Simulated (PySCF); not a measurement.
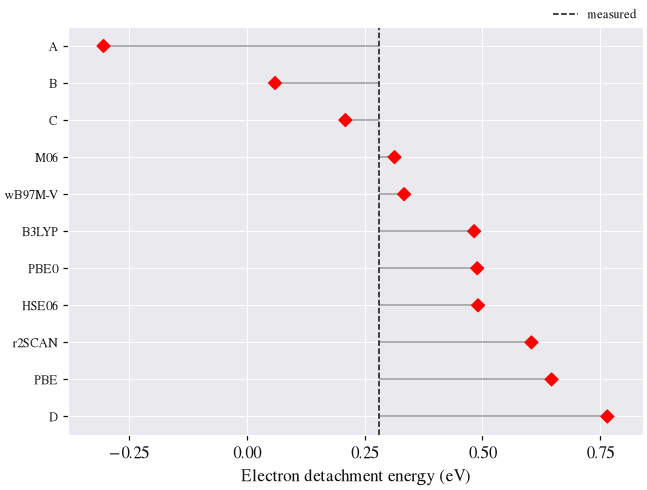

The electron detachment energy of B⁻ ([He] 2s² 2p² → [He] 2s² 2p) by several methods, in rising order. PySCF, dyall-av3z, non-relativistic, unrestricted single determinants, no spin-orbit coupling. Methods marked “valence” freeze 2 core electrons. The lettered entries are HF, LDA, MP2 valence and SCS-MP2 valence in some order.

Question: Match the letters to the methods.

Answer: A is HF (−0.30 eV); B is SCS-MP2 valence (0.06 eV); C is MP2 valence (0.21 eV); D is LDA (0.76 eV). The values run from −0.30 eV (HF) to 0.76 eV (LDA). The measured value is 0.28 eV; nearest to it come M06 (+0.03) and wB97M-V (+0.05), furthest HF (−0.58 eV).

Note: highest occupied orbital is unbound.
